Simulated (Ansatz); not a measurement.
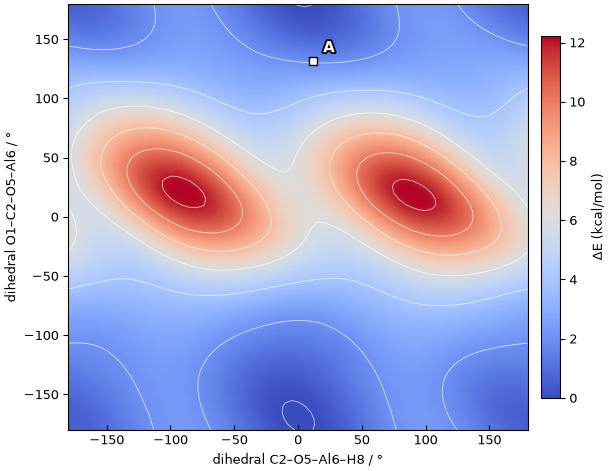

CH₃AlF₂O₂, SMILES OC(F)(F)[O][AlH2]. Coordinates scanned: (1) dihedral C2–O5–Al6–H8; (2) dihedral O1–C2–O5–Al6. Nothing is relaxed (all other coordinates rigid). The grid has 15 × 15 points. Energies: kcal/mol, counted from the lowest grid point. All numbers below come from RHF/def2-SVP in Ansatz.

The picture shows a smooth colour map with a few white contour lines, the point A. Between grid points the surface is interpolated.

**Is A at rest? If not, where is it pushed?**

A, at dihedral C2–O5–Al6–H8 = 12°, dihedral O1–C2–O5–Al6 = 132°, is not a stationary point. The computed force is 0.0035 kcal/mol for each degree towards larger values of dihedral C2–O5–Al6–H8 and 0.065 kcal/mol for each degree towards larger values of dihedral O1–C2–O5–Al6.
